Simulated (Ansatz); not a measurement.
O$_{4}$Sn$_{2}$

The calculation's input:

```
crystal:
  periodic: [false, false, false]
  atoms:
    - {symbol: Sn, position_ang: [-1.506490, -1.010052, -0.325906]}
    - {symbol: Sn, position_ang: [1.530170, -0.278177, 0.684743]}
    - {symbol: O, position_ang: [-0.517568, 1.174999, -0.471523]}
    - {symbol: O, position_ang: [0.329793, -1.721696, -0.100739]}
    - {symbol: O, position_ang: [-0.688491, 0.625824, 0.924819]}
    - {symbol: O, position_ang: [0.852585, 1.209103, -0.711394]}
basis:
  gaussian: {orbitals: def2-TZVP, initial_orbitals: start.molden}
hamiltonian: {xc: pbe0, dispersion: d4}
scf: {omitted_lower_state_checks: [starts]}
output: {orbitals: {seedname: orbitals}}
```

Command:

```sh
ansatz run in.yaml --threads 4 --pin off --events-out ev --progress --plain --max-ram 8704MiB
```

Geometry: r2SCAN-D4/def2-SVP; core potentials replace the inner electrons of Sn.

Computed with Ansatz 0.2.0, RKS PBE0-D4/def2-TZVP.

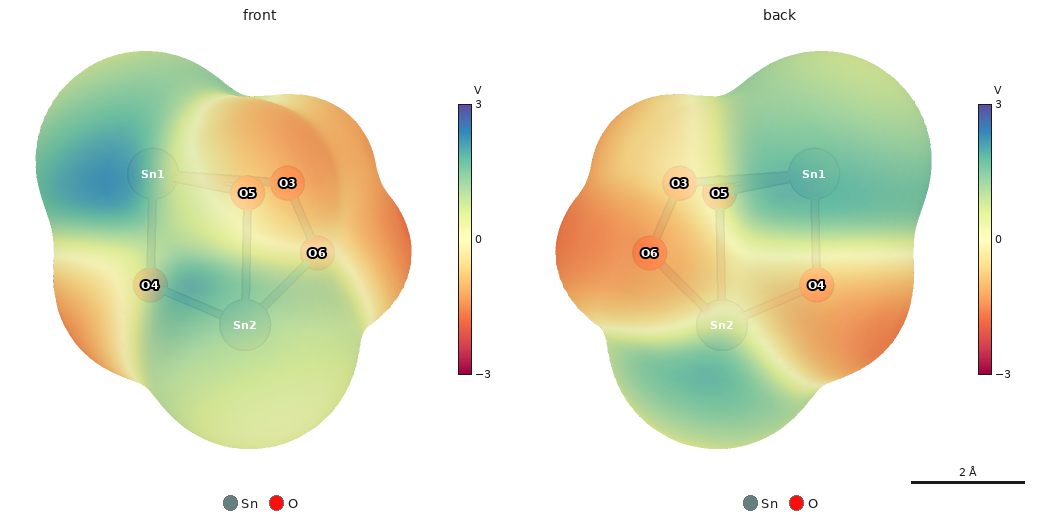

Figure 1. The molecular electrostatic potential painted on the density surface at 0.002 e/bohr³, seen from the front and from behind; the colour scale runs from red (negative) to blue (positive).

Describe the electrostatic potential map.

The most negative region (about −1.7 V) lies over O6, the most positive (about +2.3 V) over Sn1. O6 is the likeliest acceptor of a hydrogen bond.

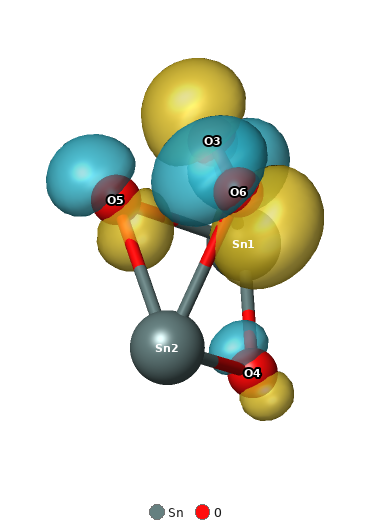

Figure 2. One frontier orbital at ±0.15 Å⁻³ᐟ² (yellow and cyan are the two phases), seen at an oblique angle.

Which orbital is it: HOMO or LUMO?

The HOMO, at −6.89 eV. By Hirshfeld shares it lies mainly on O6 (about 40 %), O3 (about 30 %), O5 (about 15 %), Sn2 (about 10 %) and Sn1 (about 5 %); π-antibonding (π*) across O6–O3.

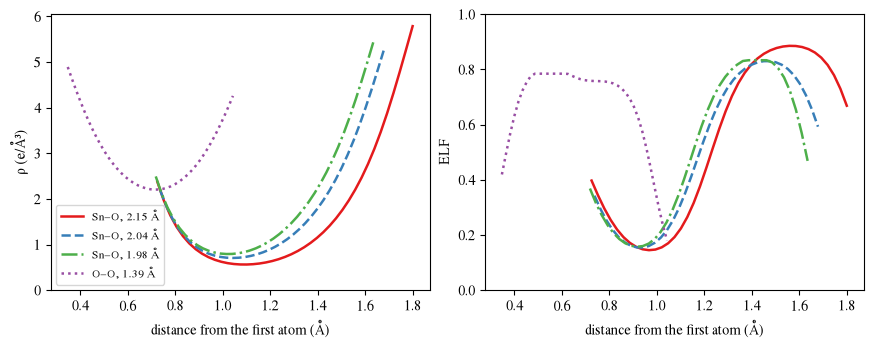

Figure 3. Electron density and electron localisation function along straight lines between neighbouring atoms. The curves leave out the atomic cores.

What can be read from the curves?

Sn–O (2.15 Å): ρ at the midpoint is about 0.56 e/Å³; the ELF peaks at about 0.90 in the valence shell of O, 0.6 Å from its nucleus, and drops to about 0.15 between the two atoms.
Sn–O (2.04 Å): the density is about 0.71 e/Å³ at the midpoint; the ELF peaks at about 0.85 in the valence shell of O, 0.6 Å from its nucleus, and drops to about 0.15 between the two atoms.
Sn–O (1.98 Å): the density is about 0.8 e/Å³ at the midpoint; the ELF peaks at about 0.85 in the valence shell of O, 0.6 Å from its nucleus, and drops to about 0.15 between the two atoms.
O–O (1.39 Å): the density is about 2.2 e/Å³ at the midpoint; the ELF peaks at about 0.80 between the atoms; localised, covalent bonding.
